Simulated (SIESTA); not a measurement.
Band structure of SnO2 (P4_2/mnm, 6 atoms in the cell).

```yaml
crystal:
  lattice:
    - [4.79341, 0.00000, 0.00000]
    - [0.00000, 4.79341, 0.00000]
    - [0.00000, 0.00000, 3.22675]
  atoms:
    - { symbol: Sn, position: [0.50000, 0.50000, 0.50000] }
    - { symbol: Sn, position: [0.00000, 0.00000, 0.00000] }
    - { symbol: O, position: [0.19403, 0.80597, 0.50000] }
    - { symbol: O, position: [0.80597, 0.19403, 0.50000] }
    - { symbol: O, position: [0.69403, 0.69403, 0.00000] }
    - { symbol: O, position: [0.30597, 0.30597, 0.00000] }
```

Computed with GGA PBE, numerical atomic orbitals TZP, PseudoDojo PBE standard norm-conserving potentials (rewritten from UPF to PSML) run with SIESTA.

Settings: XC.functional = GGA; XC.authors = PBE; potentials = PseudoDojo PBE standard; PAO.BasisSize = TZP; PAO.EnergyShift = 0.01 Ry; MeshCutoff = 300 Ry; kgrid.MonkhorstPack = 4 4 5; OccupationFunction = FD; ElectronicTemperature = 0.02 eV; MaxSCFIterations = 150; SCF.Mixer.Method = Pulay; SCF.Mixer.Weight = 0.25; SCF.Mixer.History = 8; SCF.DM.Tolerance = 1.0E-05.

The starting cell comes from a database of computed structures (which also holds hypothetical and non-ambient phases and stackings), without a prior relaxation at this level. Its lattice was rescaled by a random factor within 2.5 % of one. Values carry the incompleteness of an atom-centred basis.

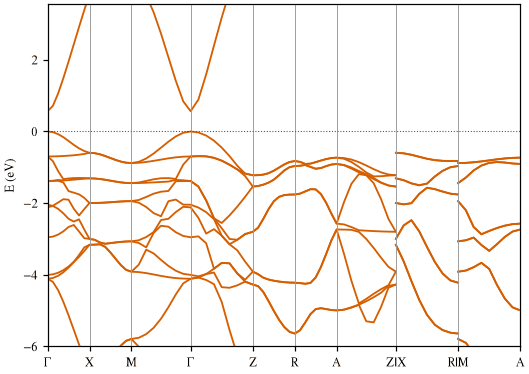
Bands along the path, energies from the top of the valence band on the path.

**Question.** Read off roughly the gap and where its edges lie.

**Answer.** The gap along the path is about 0.6 eV (computed: 0.57 eV), direct at Γ to within 0.01 eV.

Levels in eV from the top of the valence band on the path, bands 23 to 27:
```json
[
 {"point": "Γ", "23": "-1.38", "24": "-0.70", "25": "-0.70", "26": "0.00", "27": "0.57"},
 {"point": "X", "23": "-1.31", "24": "-1.31", "25": "-0.59", "26": "-0.59", "27": "3.83"},
 {"point": "M", "23": "-1.44", "24": "-1.44", "25": "-0.88", "26": "-0.88", "27": "4.22"},
 {"point": "Z", "23": "-1.54", "24": "-1.54", "25": "-1.22", "26": "-1.22", "27": "5.51"},
 {"point": "R", "23": "-0.96", "24": "-0.96", "25": "-0.83", "26": "-0.83", "27": "5.77"},
 {"point": "A", "23": "-0.91", "24": "-0.91", "25": "-0.73", "26": "-0.73", "27": "4.28"}
]
```

Higher empty bands are left out: an atom-centred basis made for the valence describes them poorly.
